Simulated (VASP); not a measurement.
Band structure of MgSe (rock salt). Calculation: RPBE GGA, VASP's PBE PAW potentials (set 64) (plane waves; VASP).

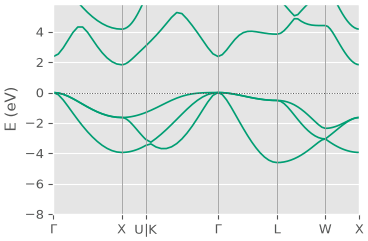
Fig. 1. Bands along high-symmetry lines, zero at the valence-band maximum or, without a gap, the Fermi level

Question: Read the plot: is there a gap, and where are the band edges?

Answer: The gap is indirect, 1.83 eV, from the valence maximum at Γ to the conduction minimum at X. (Edges off the drawn lines would not show.)

The compound is MgSe in the rock salt structure. It was relaxed first, which changed the volume by +5 %.
